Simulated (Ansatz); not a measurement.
**BGeHF+ (triplet): from Hartree-Fock to the top rungs, cc-pVDZ**

Aim: climb from Hartree-Fock through coupled cluster and multireference methods for BGeHF+ (triplet) at one geometry and basis, and see what each rung misses.

The runs use Ansatz 0.2.0, Gaussian basis; cc-pVDZ, core rule «outside noble gas», up to 16 orbitals frozen.

Plan: UHF; CCSD(T) on ROHF; CCSD(T) on UHF; BCCD(T) on ROHF; CISD as a restricted active space (open shells left free, so some higher excitations enter); CCSDT(Q) on ROHF; CCSDT(Q) on UHF; CASSCF and NEVPT2, 10 electrons in 10 orbitals.

19 further runs of the same task are left out: 7 that didn't finish, 12 set aside as unsound or not needed. Runs told in other sessions of the task aren't counted.

## (1) What is computed

The geometry is a PBE0/def2-TZVP stationary point (not a proven minimum) of the parent state, kept for this charge and spin. No spin-orbit coupling is included. The filled d shell of Ge may be among the frozen orbitals whatever the setting's name suggests.

4 atoms, charge 1, spin multiplicity 3.

Atoms are counted from 1 here; the program's logs count them from 0.

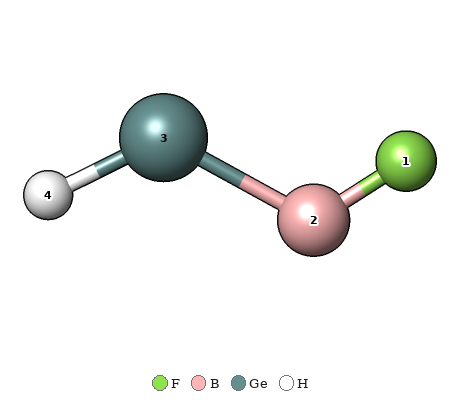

The geometry (fluorine green, boron pink, germanium teal, hydrogen white); atoms are numbered from 1 in the order of the file.

Geometry (Å):

```xyz
4

F     0.0000   -0.1900    2.1854
B     0.0000    0.6657    1.1899
Ge    0.0000   -0.0607   -0.7211
H     0.0000    0.8138   -1.9885
```

In the tables R marks a restricted open-shell determinant and U an unrestricted one; 'frontier' is the active space of 10 electrons in 10 orbitals; energies count from the table's Hartree-Fock row.

## (2) UHF

The input, in.yaml:

```yaml
crystal:
  periodic: [false, false, false]
  atoms:
    - {symbol: F, position_ang: [0.000000, -0.189970, 2.185434]}
    - {symbol: B, position_ang: [0.000000, 0.665666, 1.189921]}
    - {symbol: Ge, position_ang: [0.000000, -0.060678, -0.721086]}
    - {symbol: H, position_ang: [0.000000, 0.813817, -1.988494]}
basis:
  gaussian: {orbitals: cc-pVDZ}
total_charge: 1
magnetization: {spin_polarized: true, initial_magnetization: 2}
hamiltonian: {xc: hf}
output: {orbitals: {seedname: orbitals}}
```

Command:

```console
$ ansatz run in.yaml --threads 1 --pin off --events-out ev --progress --plain --max-ram 2393MiB
```

Output:

```text
Functional definition: HF
  name "HF"
  cite "Fock, Z. Phys. 61, 126 (1930) doi:10.1007/BF01340294"
  parent pbe
  exchange = exact_x
  correlation = 0
631 factors; integrals over basis functions are off by at most 1.1e-3 eV
mean field evaluation 1: about -59850.3472 eV, gradient 3.8e1 eV
mean field evaluation 2: about -59850.3848 eV, gradient 3.8e1 eV
mean field evaluation 4: about -59856.7526 eV, gradient 3.4e0 eV
mean field evaluation 8: about -59856.9490 eV, gradient 3.0e-1 eV
mean field evaluation 16: about -59856.3060 eV, gradient 4.3e0 eV
mean field evaluation 32: about -59856.4144 eV, gradient 7.8e-1 eV
mean field evaluation 64: about -59853.2873 eV, gradient 4.4e0 eV
mean field -59856.95404998 eV, -2199.7024888361 hartree, gradient 2.4e-5 eV, S^2 2.056882; 2 other end points of the search recorded, 0 dependent functions left out
reference -59856.95404998 eV, -2199.7024888361 hartree; 24, 22 occupied and 36, 38 virtual orbitals, 631 factors
Total energy: -59856.95404998 eV, -2199.7024888361 hartree
```

Run time: 3.6 s. Hardware: 1 thread of Intel Xeon Platinum 8259CL at 2.50GHz, shared host.

From the report: ⟨S²⟩ of the determinant 2.057 (pure triplet: 2.00).

## (3) CCSD(T) on ROHF

in.yaml, as its differences from that of step 2:

```diff
@@ -10,4 +10,4 @@
 total_charge: 1
-magnetization: {spin_polarized: true, initial_magnetization: 2}
-hamiltonian: {xc: hf}
-output: {orbitals: {seedname: orbitals}}
+magnetization: {spin_polarized: false, initial_magnetization: 2}
+correlation: {method: ccsd_t, electrons: outside_noble_gas}
+output: {forces: true}
```

Same command.

Output, cut to the lines that bear on the results:

```text
Functional definition: HF
  name "HF"
  cite "Fock, Z. Phys. 61, 126 (1930) doi:10.1007/BF01340294"
  parent pbe
[...]
631 factors; integrals over basis functions are off by at most 1.1e-3 eV
[...]
mean field -59856.79076997 eV, -2199.6964884063 hartree, gradient 2.2e-6 eV, S^2 2.000000; 7 other end points of the search recorded, 0 dependent functions left out
[...]
determinant -59856.79076997 eV, -2199.6964884063 hartree, with singles and doubles -59865.94375306 eV, -2200.0328543307 hartree
determinant -59856.24905784 eV, -2199.6765808528 hartree, with singles and doubles -59864.88672971 eV, -2199.9940094391 hartree
16 core orbitals not correlated: weight in the atoms' cores, before any rotation towards them, 0.991 or more for the frozen orbitals, at most 0.013 for the correlated occupied ones
reference -59856.79076997 eV, -2199.6964884063 hartree; 8, 6 occupied and 36, 38 virtual orbitals, 631 factors
second order -8.43722311 eV of doubles, -0.04994564 eV of singles
cycle   1  -9.15470472 eV  change   -1.7e-3 eV  update   2.7e-3
[...]
cycle  12  -9.15573632 eV  change    2.3e-7 eV  update   2.7e-7
perturbative correction -0.28067981 eV, -0.0103147926 hartree
[...]
Total energy: -59866.22718610 eV, -2200.0432703028 hartree
Atom 0 at     0.000000    -0.189970     2.185434 Å, force     0.000000     2.310773    -0.689651 eV/Å
Atom 1 at     0.000000     0.665666     1.189921 Å, force     0.000000    -3.143500     1.286797 eV/Å
Atom 2 at     0.000000    -0.060678    -0.721086 Å, force    -0.000000     0.930034    -0.378234 eV/Å
Atom 3 at     0.000000     0.813817    -1.988494 Å, force     0.000000    -0.097307    -0.218912 eV/Å
Dipole moment:     0.000000     0.296988    -0.024214 e Å
```

Wall time 19 s (1 thread of Intel Xeon Platinum 8259CL at 2.50GHz, shared host).

From the report: correlation -9.4364 eV; T1 0.031; largest double amplitude 0.06.

## (4) CCSD(T) on UHF

in.yaml, as its differences from that of step 3:

```diff
@@ -10,3 +10,3 @@
 total_charge: 1
-magnetization: {spin_polarized: false, initial_magnetization: 2}
+magnetization: {spin_polarized: true, initial_magnetization: 2}
 correlation: {method: ccsd_t, electrons: outside_noble_gas}
```

Launched as before.

Output, cut to the lines that bear on the results:

```text
Functional definition: HF
  name "HF"
  cite "Fock, Z. Phys. 61, 126 (1930) doi:10.1007/BF01340294"
  parent pbe
[...]
631 factors; integrals over basis functions are off by at most 1.1e-3 eV
[...]
mean field -59856.95404998 eV, -2199.7024888361 hartree, gradient 2.6e-6 eV, S^2 2.056883; 7 other end points of the search recorded, 0 dependent functions left out
determinant -59856.95404998 eV, -2199.7024888361 hartree, with singles and doubles -59865.95307121 eV, -2200.0331967666 hartree
determinant -59856.32057145 eV, -2199.6792089294 hartree, with singles and doubles -59864.89272424 eV, -2199.9942297341 hartree
16 core orbitals not correlated: weight in the atoms' cores, before any rotation towards them, 0.996 or more for the frozen orbitals, at most 0.005 for the correlated occupied ones
reference -59856.95404998 eV, -2199.7024888361 hartree; 8, 6 occupied and 36, 38 virtual orbitals, 631 factors
second order -8.29455856 eV of doubles, -0.00000000 eV of singles
cycle   1  -9.00158218 eV  change   -2.6e-3 eV  update   2.4e-3
[...]
cycle  14  -9.00315511 eV  change    3.0e-8 eV  update   1.8e-7
perturbative correction -0.27618280 eV, -0.0101495308 hartree
[...]
Total energy: -59866.23338789 eV, -2200.0434982145 hartree
Atom 0 at     0.000000    -0.189970     2.185434 Å, force    -0.000000     2.221691    -0.568502 eV/Å
Atom 1 at     0.000000     0.665666     1.189921 Å, force     0.000000    -3.061949     1.163489 eV/Å
Atom 2 at     0.000000    -0.060678    -0.721086 Å, force    -0.000000     0.938765    -0.380277 eV/Å
Atom 3 at     0.000000     0.813817    -1.988494 Å, force     0.000000    -0.098507    -0.214711 eV/Å
Dipole moment:     0.000000     0.293580    -0.014068 e Å
```

It took 17 s on 1 thread of Intel Xeon Platinum 8259CL at 2.50GHz, shared host.

From the report: ⟨S²⟩ of the determinant 2.057 (pure triplet: 2.00); correlation -9.2793 eV; T1 0.030; largest double amplitude 0.07.

## (5) BCCD(T) on ROHF

in.yaml, as its differences from that of step 4:

```diff
@@ -10,4 +10,3 @@
 total_charge: 1
-magnetization: {spin_polarized: true, initial_magnetization: 2}
-correlation: {method: ccsd_t, electrons: outside_noble_gas}
-output: {forces: true}
+magnetization: {spin_polarized: false, initial_magnetization: 2}
+correlation: {method: bccd_t, electrons: outside_noble_gas}
```

The command is unchanged.

Output, cut to the lines that bear on the results:

```text
Functional definition: HF
  name "HF"
  cite "Fock, Z. Phys. 61, 126 (1930) doi:10.1007/BF01340294"
  parent pbe
[...]
631 factors; integrals over basis functions are off by at most 1.1e-3 eV
[...]
mean field -59856.79076997 eV, -2199.6964884063 hartree, gradient 2.2e-6 eV, S^2 2.000000; 7 other end points of the search recorded, 0 dependent functions left out
[...]
determinant -59856.79076997 eV, -2199.6964884063 hartree, with singles and doubles -59865.94375306 eV, -2200.0328543307 hartree
determinant -59856.24905784 eV, -2199.6765808528 hartree, with singles and doubles -59864.88672971 eV, -2199.9940094391 hartree
16 core orbitals not correlated: weight in the atoms' cores, before any rotation towards them, 0.991 or more for the frozen orbitals, at most 0.013 for the correlated occupied ones
reference -59856.79076997 eV, -2199.6964884063 hartree; 8, 6 occupied and 36, 38 virtual orbitals, 631 factors
second order -8.43722311 eV of doubles, -0.04994564 eV of singles
cycle   1  -9.11437512 eV  change    3.9e-2 eV  update   2.0e-2
[...]
cycle  11  -9.11221252 eV  change   -9.4e-6 eV  update   1.3e-5
perturbative correction -0.33132527 eV, -0.0121759792 hartree
Total energy: -59866.23430776 eV, -2200.0435320191 hartree
```

Run time: 12 s. Hardware: 1 thread of Intel Xeon Platinum 8259CL at 2.50GHz, shared host.

From the report: correlation -9.4435 eV; largest double amplitude 0.07.

## (6) CISD as a restricted active space (open shells left free, so some higher excitations enter)

in.yaml, as its differences from that of step 5:

```diff
@@ -11,2 +11,2 @@
 magnetization: {spin_polarized: false, initial_magnetization: 2}
-correlation: {method: bccd_t, electrons: outside_noble_gas}
+correlation: {active_space: {ras: {orbitals: [6, 2, 36], electrons: 14, max_holes: 2, max_particles: 2}, fixed_orbitals: true}}
```

Launched as before.

Output:

```text
Functional definition: HF
  name "HF"
  cite "Fock, Z. Phys. 61, 126 (1930) doi:10.1007/BF01340294"
  parent pbe
  exchange = exact_x
  correlation = 0
631 factors; integrals over basis functions are off by at most 1.1e-3 eV
mean field evaluation 1: about -59850.1763 eV, gradient 5.3e1 eV
mean field evaluation 2: about -59850.2133 eV, gradient 5.3e1 eV
mean field evaluation 4: about -59856.6396 eV, gradient 3.9e0 eV
mean field evaluation 8: about -59856.7882 eV, gradient 3.0e-1 eV
mean field evaluation 16: about -59854.9381 eV, gradient 1.1e1 eV
mean field evaluation 32: about -59856.3869 eV, gradient 1.1e0 eV
mean field evaluation 64: about -59856.4402 eV, gradient 1.1e0 eV
mean field -59856.79076997 eV, -2199.6964884063 hartree, gradient 2.2e-6 eV, S^2 2.000000; 7 other end points of the search recorded, 0 dependent functions left out
reference -59856.79076997 eV, -2199.6964884063 hartree; 24, 22 occupied and 36, 38 virtual orbitals, 631 factors
state -59865.11144755 eV, -2200.0022676675 hartree
Total energy: -59865.11144755 eV, -2200.0022676675 hartree
```

Run time: 13 s. Hardware: 1 thread of Intel Xeon Platinum 8259CL at 2.50GHz, shared host.

From the report: 204,058 determinants.

## (7) CCSDT(Q) on ROHF

in.yaml, as its differences from that of step 6:

```diff
@@ -11,2 +11,2 @@
 magnetization: {spin_polarized: false, initial_magnetization: 2}
-correlation: {active_space: {ras: {orbitals: [6, 2, 36], electrons: 14, max_holes: 2, max_particles: 2}, fixed_orbitals: true}}
+correlation: {method: ccsdt_q, electrons: outside_noble_gas}
```

Launched as before.

Output, cut to the lines that bear on the results:

```text
Functional definition: HF
  name "HF"
  cite "Fock, Z. Phys. 61, 126 (1930) doi:10.1007/BF01340294"
  parent pbe
[...]
1131 factors; integrals over basis functions are off by at most 1.4e-7 eV
[...]
mean field -59856.79088589 eV, -2199.6964926663 hartree, gradient 9.7e-7 eV, S^2 2.000000; 7 other end points of the search recorded, 0 dependent functions left out
[...]
determinant -59856.79088589 eV, -2199.6964926663 hartree, with singles and doubles -59865.94387621 eV, -2200.0328588564 hartree
determinant -59856.24916314 eV, -2199.6765847225 hartree, with singles and doubles -59864.88684878 eV, -2199.9940138150 hartree
16 core orbitals not correlated: weight in the atoms' cores, before any rotation towards them, 0.991 or more for the frozen orbitals, at most 0.013 for the correlated occupied ones
reference -59856.79088589 eV, -2199.6964926663 hartree; 8, 6 occupied and 36, 38 virtual orbitals, 1131 factors
second order -8.43725129 eV of doubles, -0.04994553 eV of singles
cycle   1  -8.70354313 eV  change   -2.1e-1 eV  update   1.2e-1
[...]
cycle  20  -9.47820746 eV  change   -4.1e-8 eV  update   1.3e-6
perturbative correction -0.01525179 eV, -0.0005604930 hartree
Total energy: -59866.28434513 eV, -2200.0453708587 hartree
```

Wall time 89 s (1 thread of Intel Xeon Platinum 8259CL at 2.50GHz, shared host); peak memory 0.91 GiB.

From the report: correlation -9.4935 eV; T1 0.031; largest double amplitude 0.08.

## (8) CCSDT(Q) on UHF

in.yaml, as its differences from that of step 7:

```diff
@@ -10,3 +10,3 @@
 total_charge: 1
-magnetization: {spin_polarized: false, initial_magnetization: 2}
+magnetization: {spin_polarized: true, initial_magnetization: 2}
 correlation: {method: ccsdt_q, electrons: outside_noble_gas}
```

The command is unchanged.

Output, cut to the lines that bear on the results:

```text
Functional definition: HF
  name "HF"
  cite "Fock, Z. Phys. 61, 126 (1930) doi:10.1007/BF01340294"
  parent pbe
[...]
1131 factors; integrals over basis functions are off by at most 1.4e-7 eV
[...]
mean field -59856.95416587 eV, -2199.7024930949 hartree, gradient 6.1e-6 eV, S^2 2.056883; 7 other end points of the search recorded, 0 dependent functions left out
determinant -59856.95416587 eV, -2199.7024930949 hartree, with singles and doubles -59865.95319423 eV, -2200.0332012876 hartree
determinant -59856.32067700 eV, -2199.6792128082 hartree, with singles and doubles -59864.89284282 eV, -2199.9942340917 hartree
16 core orbitals not correlated: weight in the atoms' cores, before any rotation towards them, 0.996 or more for the frozen orbitals, at most 0.005 for the correlated occupied ones
reference -59856.95416587 eV, -2199.7024930949 hartree; 8, 6 occupied and 36, 38 virtual orbitals, 1131 factors
second order -8.29458692 eV of doubles, -0.00000000 eV of singles
cycle   1  -8.52035112 eV  change   -2.3e-1 eV  update   1.2e-1
[...]
cycle  20  -9.32226344 eV  change   -3.9e-7 eV  update   9.9e-7
perturbative correction -0.02238172 eV, -0.0008225131 hartree
Total energy: -59866.29881103 eV, -2200.0459024705 hartree
```

It took 76 s on 1 thread of Intel Xeon Platinum 8259CL at 2.50GHz, shared host; peak memory 0.7 GiB.

From the report: ⟨S²⟩ of the determinant 2.057 (pure triplet: 2.00); correlation -9.3446 eV; T1 0.031; largest double amplitude 0.08.

## (9) CASSCF and NEVPT2, 10 electrons in 10 orbitals

in.yaml, as its differences from that of step 8:

```diff
@@ -10,3 +10,3 @@
 total_charge: 1
-magnetization: {spin_polarized: true, initial_magnetization: 2}
-correlation: {method: ccsdt_q, electrons: outside_noble_gas}
+magnetization: {spin_polarized: false, initial_magnetization: 2}
+correlation: {method: sc_nevpt2, electrons: outside_noble_gas, active_space: {window: {electrons: 10, orbitals: 10}}}
```

Same command.

Output, cut to the lines that bear on the results:

```text
Functional definition: HF
  name "HF"
  cite "Fock, Z. Phys. 61, 126 (1930) doi:10.1007/BF01340294"
  parent pbe
[...]
631 factors; integrals over basis functions are off by at most 1.1e-3 eV
[...]
mean field -59856.79076997 eV, -2199.6964884063 hartree, gradient 2.2e-6 eV, S^2 2.000000; 7 other end points of the search recorded, 0 dependent functions left out
reference -59856.79076997 eV, -2199.6964884063 hartree; 24, 22 occupied and 36, 38 virtual orbitals, 631 factors
state -59860.59783643 eV, -2199.8363955183 hartree
state -59860.59783643 eV, -2199.8363955183 hartree; corrected -59864.69767987 eV, -2199.9870619856 hartree
state -59860.16980523 eV, -2199.8206656617 hartree
state -59860.16980523 eV, -2199.8206656617 hartree; corrected -59864.86779740 eV, -2199.9933136898 hartree
state -59860.16980523 eV, -2199.8206656617 hartree; corrected -59864.86779740 eV, -2199.9933136898 hartree
state -59859.30597729 eV, -2199.7889205706 hartree
state -59859.30597729 eV, -2199.7889205706 hartree; corrected -59865.13527389 eV, -2200.0031432694 hartree
state -59859.30597729 eV, -2199.7889205706 hartree; corrected -59865.13527389 eV, -2200.0031432694 hartree
the orbitals are reached from a further start. From the first start the search ends at -59860.59781642 eV, -2199.8363947831 hartree
WARN: the results are in doubt because another end's mean lies 1.292 eV lower, and its corrected mean 0.438 eV higher
Total energy: -59865.13527389 eV, -2200.0031432694 hartree
In doubt: another end's mean lies 1.292 eV lower, and its corrected mean 0.438 eV higher
```

Wall time 59 s (1 thread of Intel Xeon Platinum 8259CL at 2.50GHz, shared host).

From the report: 31,752 determinants; active occupations 1.98, 1.98, 1.98, 1.95, 1.00, 1.00, 0.04, 0.03, 0.02, 0.02. Mind the lines of doubt at the end of the log.

## (10) The ladder

The yardstick is UCCSDT(Q), where the cluster series has nearly closed. Rows without a time are mean-field rows or come out of runs for another level: lower rungs of the coupled-cluster runs, CASSCF and MRCISD of the multireference runs, or the Hartree-Fock search. The times of RCCSD(T), UCCSD(T) include forces.

Differences are taken before rounding.

| method | energy from the lowest ROHF (kcal/mol) | from UCCSDT(Q) (kcal/mol) | time |
| --- | --- | --- | --- |
| ROHF | 0.00 | +219.26 |  |
| UHF | -3.77 | +215.50 |  |
| RMP2 | -195.72 | +23.54 |  |
| UMP2 | -195.04 | +24.22 |  |
| RCCSD | -211.14 | +8.12 |  |
| UCCSD | -211.38 | +7.88 |  |
| RCCSD(T) | -217.61 | +1.65 | 19 s |
| UCCSD(T) | -217.75 | +1.51 | 17 s |
| BCCD(T) | -217.77 | +1.49 | 12 s |
| RCCSDT | -218.58 | +0.69 |  |
| UCCSDT | -218.74 | +0.52 |  |
| RCCSDT(Q) | -218.93 | +0.33 | 89 s |
| UCCSDT(Q) | -219.26 | 0 | 76 s |

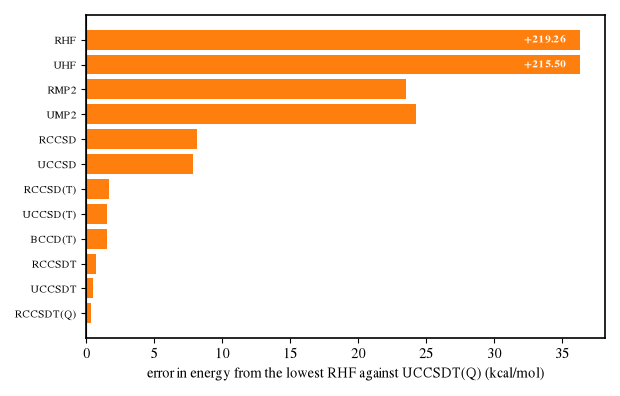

Error of each method against UCCSDT(Q). Bars with a number in them are cut short.

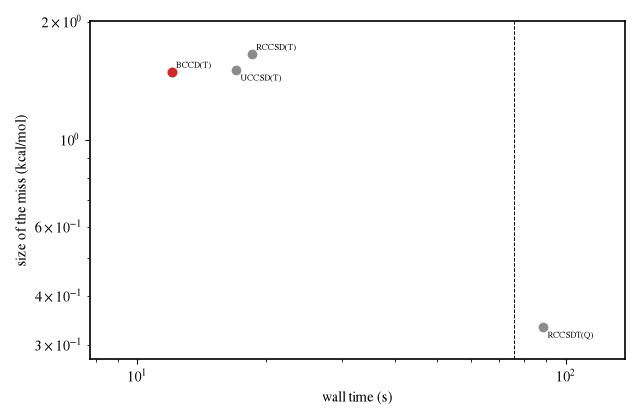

Accuracy for the time spent; red marks the levels that beat every quicker one drawn (of those quicker than the yardstick), and the dashed line is the time of UCCSDT(Q). Times are from a shared host.

Not comparable, so not listed: CISD as a restricted active space (open shells left free, so some higher excitations enter) (they don't share determinant, frozen orbitals or solution with the rows shown, or repeat one).

Left out of the table: CASSCF frontier, NEVPT2 frontier (the active space lost an orbital or holds another state than full CI finds).

## (11) Results

| quantity | value |
| --- | --- |
| UCCSDT(Q) from the ROHF energy | -9.5080 eV |
| RMP2 from UCCSDT(Q) | +23.54 kcal/mol |
| UMP2 from UCCSDT(Q) | +24.22 kcal/mol |
| RCCSD from UCCSDT(Q) | +8.12 kcal/mol |
| RCCSD(T) from UCCSDT(Q) | +1.65 kcal/mol |
| UCCSD(T) from UCCSDT(Q) | +1.51 kcal/mol |
| RCCSDT(Q) from UCCSDT(Q) | +0.33 kcal/mol |
| levels within 1 kcal/mol (43 meV) | RCCSDT, UCCSDT, RCCSDT(Q) |
| T1 diagnostic | 0.031 |

What this shows: RCCSD(T) misses by +1.65 kcal/mol, 0.8 % of the correlation energy. These misses are within one basis, not against nature; the frozen cores of restricted and unrestricted runs differ, which can shift their rows.

For cost: BCCD(T) gets within 1.49 kcal/mol in 12 s, where UCCSDT(Q) took 76 s.
